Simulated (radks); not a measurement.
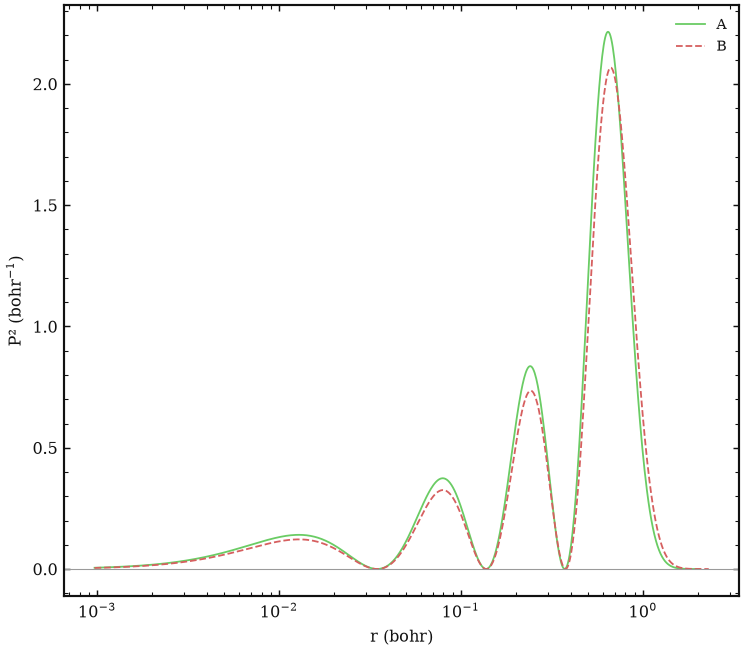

Two charge states of tellurium were computed: Te²³⁺ in [Ar] 3d10 4s1; Te¹⁸⁺ in [Ar] 3d10 4s2 4p4 (4p1/2: 2, 4p3/2: 2). Method: Dirac Kohn-Sham, LB94 model potential, spin-unpolarised, spherical densities, finite nucleus; computed with the in-house radial solver radks.

The plot shows P² of the 4s orbital in both runs (large components where relativistic).

Question: Which curve belongs to which run?

Answer: A is Te²³⁺ in [Ar] 3d10 4s1 (⟨r⟩ = 0.658 bohr, eigenvalue −756.4 eV); B is Te¹⁸⁺ in [Ar] 3d10 4s2 4p4 (4p1/2: 2, 4p3/2: 2) (⟨r⟩ = 0.694 bohr, eigenvalue −584.9 eV). Fewer electrons screen less, so the orbital shrinks.
